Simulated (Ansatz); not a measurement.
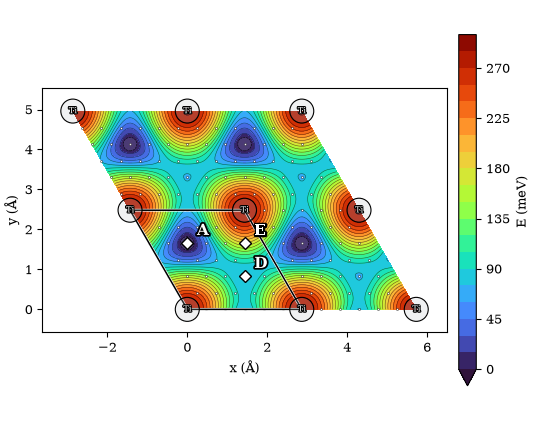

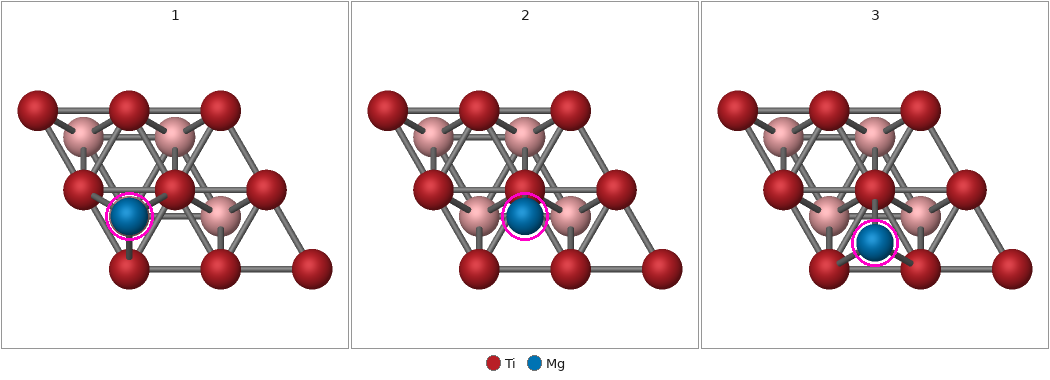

Mg on a Ti(001) slab cut from the P6_3/mmc phase, its upper half relaxed before the scan (16 atoms of substrate and one adsorbate in a 2 × 2 cell). 
- Mg is moved over the surface cell; relaxed at each place: the height of the adsorbate's atoms; substrate rigid; the origin of the map has the adsorbate above Ti13.
- Places are given modulo a cell vector. The map is drawn in real space over the plane of the surface.
- The scan uses a 6 × 6 grid; 10 points were computed and 26 follow by symmetry.
- Places are given in fractions of the 1 × 1 surface cell.
- All energies are given in meV relative to the lowest grid point.
- All numbers below come from DFT LDA, scalar-relativistic, plane waves, PAW (Ansatz 0.2.0). Settings: cutoff 420 eV, k-mesh 6×6×1, gaussian smearing 0.1 eV, no spin polarisation.

The picture shows filled contours, dots at the grid points, labelled circles for the atoms of the top layer and small ones for the second layer, the outline of one cell of the 2 × 2 shown, lettered points. Between grid points the surface is interpolated. The numbered pictures are the structures at these points, in random order. Rings mark the moved atoms.

Q: Which structure belongs to which point?

A: A is structure 1: a threefold hollow over a second-layer Ti atom, (2/6, 4/6) of the cell vectors, 0 meV; D is structure 3: a threefold hollow, (4/6, 2/6) of the cell vectors, 74 meV; E is structure 2: (5/6, 4/6) of the cell vectors [nearest 1 Ti at 2.58 Å], 176 meV.

PAW datasets: the set soft_1.
